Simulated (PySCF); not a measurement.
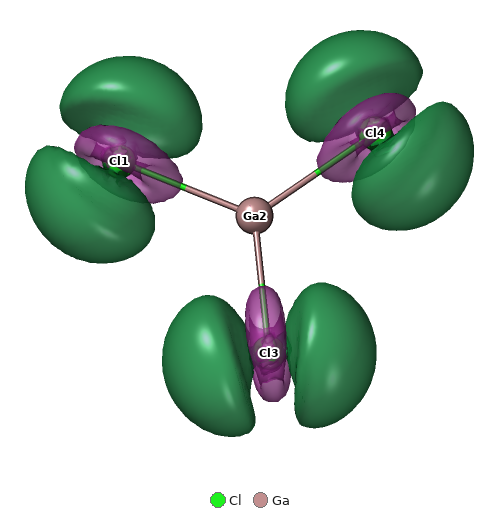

*Cl3Ga, SMILES `Cl[Ga](Cl)Cl`. Fukui function f⁻ = ρ(N) − ρ(N−1) at fixed geometry, surfaces at ±0.015 e/Å³ (green positive, purple negative).*

Method: PBE/def2-TZVP; geometry: GFN2-xTB; program: PySCF. No frequency check shows the geometry to be a minimum. GFN2-xTB bond lengths at metals and heavier atoms can be off by up to 0.1 Å and shapes distorted, which carries into these values.

The calculation's input:

```python
import numpy as np
from pyscf import gto, scf, dft
from pyscf.scf import atom_ks, atom_hf
from scipy.linalg import block_diag

def solve(mol, dm0=None, hcore=None):
    mf = (dft.UKS if mol.spin else dft.RKS)(mol, xc='pbe')
    mf.grids.level = 3
    mf = mf.density_fit(auxbasis='def2-universal-jkfit')
    mf.conv_tol, mf.max_cycle = 1e-8, 80
    if hcore is not None:
        mf.get_hcore = lambda *args: hcore
    mf.kernel(dm0)
    if not mf.converged:
        mf = mf.newton().run(mf.mo_coeff, mf.mo_occ, max_cycle=30)
    assert mf.converged, 'SCF not converged'
    return mf

mol = gto.M(atom='''
Cl     1.52384    -1.42934     0.00000
Ga    -0.00069     0.00000     0.00000
Cl     0.47655     2.03399     0.00000
Cl    -1.99914    -0.60465     0.00000
''', basis='def2-tzvp', charge=0, spin=0, verbose=4)
mf = solve(mol)
out = dict(e0=mf.e_tot, dm0=mf.make_rdm1(), c=mf.mo_coeff, occ=mf.mo_occ, eps=mf.mo_energy)
for name, dq, spin in [('cation', 1, 1)]:
    ion = mol.copy().set(charge=mol.charge + dq, spin=spin).build()
    mi = solve(ion)
    if spin and dq > 0 and mol.nao < 130:
        c, _, stable, _ = mi.stability(return_status=True)
        if not stable:
            mi = solve(ion, mi.make_rdm1(c, mi.mo_occ))
    print(name, 'vertical energy change / eV', (mi.e_tot - mf.e_tot) * 27.211386)
    out.update({'e_' + name: mi.e_tot, 'dm_' + name: mi.make_rdm1(), 's2_' + name: mi.spin_square()[0], 'eps_' + name: mi.mo_energy, 'occ_' + name: mi.mo_occ})
# spherically averaged free atoms, for the promolecule
atm = atom_ks.get_atm_nrks(mol, xc='pbe')
pro = block_diag(*[(atm[a[0]][2] * atm[a[0]][3]) @ atm[a[0]][2].T for a in mol._atom])
np.savez('result.npz', pro=pro, **out)
```

Run with:

```sh
OMP_NUM_THREADS=1 python input.py
```

The run took 27 s on 1 thread of AMD EPYC 9R45 96-Core Processor (Zen 5), with other jobs on the host, peak memory 0.56 GiB.

Partitions, critical points and surface values were worked out afterwards from this run's density.

> On which atoms does the density change most on removal of an electron?

f⁻ (Hirshfeld-condensed) is largest on Cl1, Cl3 and Cl4 (0.29 each); the vertical ionisation energy is 10.90 eV (the stability of the cation's solution wasn't checked). Condensed values hint at sites of electrophilic attack but needn't mark the atom that reacts. Orbital relaxation makes it negative in places (0.10 e in all).
